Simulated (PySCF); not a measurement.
**C$_{3}$H$_{9}$BClInO: density, localisation and related maps**

Input file:

```
{"job": {"kind": "inter", "xc": "PBE0", "basis": "def2-SVPD", "disp": "d3bj", "pairs": false}, "charge": 0, "multiplicity": 1, "parts": [{"atoms": "0-14", "charge": -1, "multiplicity": 1}, {"atoms": "15-15", "charge": 1, "multiplicity": 1}]}
C      1.885025    -0.644216    -0.146388
O      0.884004    -0.193662    -1.022618
B     -0.443028     0.363601    -0.519457
C     -0.272980     1.601272     0.485990
C     -1.468153    -0.801369    -0.080995
Cl    -1.007332    -1.557536     1.502311
H      2.781472    -0.908451    -0.729318
H      2.155250     0.140193     0.579884
H      1.540831    -1.527225     0.412895
H     -0.954726     0.803377    -1.643308
H     -1.234541     2.115518     0.646259
H      0.444443     2.356747     0.121053
H      0.071451     1.264876     1.478259
H     -2.487409    -0.411721     0.059294
H     -1.522093    -1.632189    -0.801066
In     0.586502     0.491395    -3.110550
```

Command:

```sh
OMP_NUM_THREADS=1 python cluster_run.py task.json out
```

Geometry: PBE0-D3(BJ)/def2-SVP; core potentials replace the inner electrons of In.

All numbers below come from PBE0-D3(BJ)/def2-SVPD, SCF density, gas phase, scalar-relativistic core potentials on the heavy atoms in PySCF 2.14.0.

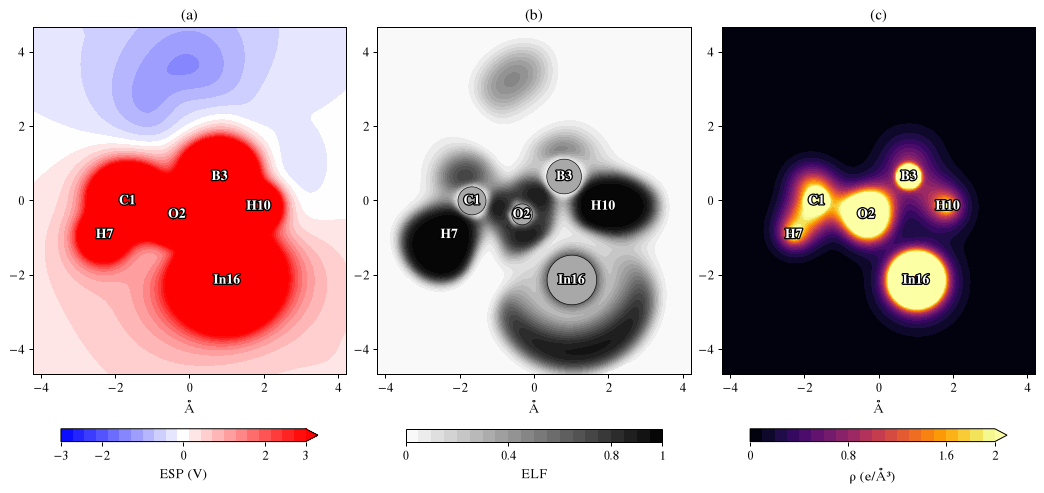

Figure 1. (a) electrostatic potential; (b) electron localisation function; (c) electron density on the plane of atoms B3, H10 and In16. Grey discs cover the atomic cores in the ELF map.

**What do the fields say about this system?**

The plane passes through C, O, B, H and In nuclei.
C–O (1.40 Å): ρ at the midpoint is about 2.1 e/Å³, with its minimum of 1.7 e/Å³ about 0.5 Å from C; the ELF peaks at about 0.90 between the atoms: a shared but strongly polarised pair.
B–O (1.52 Å): the density is about 1.4 e/Å³ at the midpoint; the ELF peaks at about 0.90 between the atoms, as expected for a shared but strongly polarised pair.
In–O (2.22 Å): the density is about 0.41 e/Å³ at the midpoint; the ELF peaks at about 0.85 in the valence shell of O, 0.6 Å from its nucleus, and drops to about 0.10 between the two atoms.
C–H (1.10 Å): ρ at the midpoint is about 1.9 e/Å³; the ELF climbs to about 1 towards the hydrogen, as it does in any bond to H: a covalent bond by its length.
B–H (1.31 Å): ρ at the midpoint is about 0.86 e/Å³; the ELF climbs to about 1 towards the hydrogen.
Outside the dense part of the molecule the potential is most negative (−1.3 V) near Cl6, which lies off the plane.

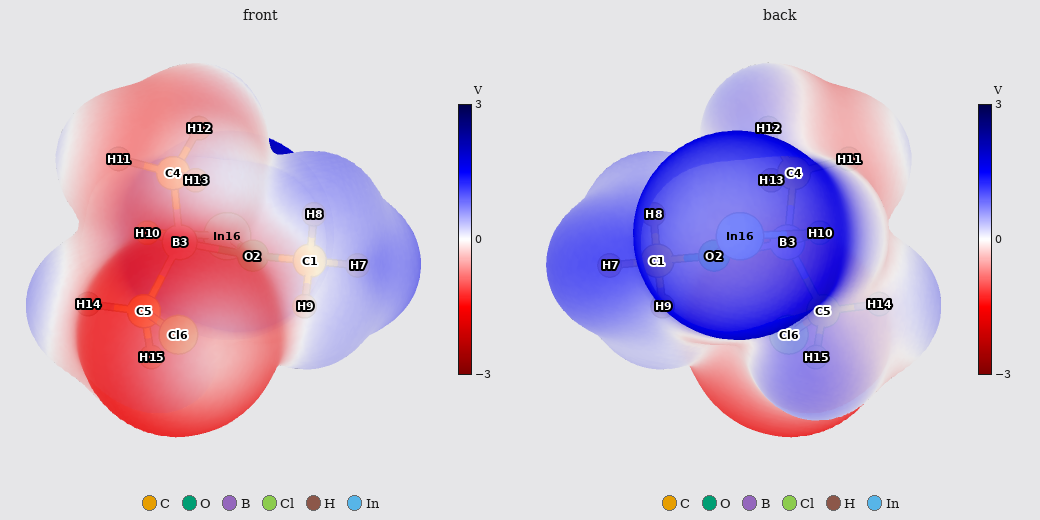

Figure 2. The molecular electrostatic potential painted on the density surface at 0.002 e/bohr³, seen from the front and from behind; red is negative and blue positive.

**Where is the surface potential most negative and most positive?**

The most negative region (about −1.3 V, or −30 kcal/mol for a unit charge) lies over Cl6, the most positive (about +2.1 V, or +48 kcal/mol for a unit charge) over In16.
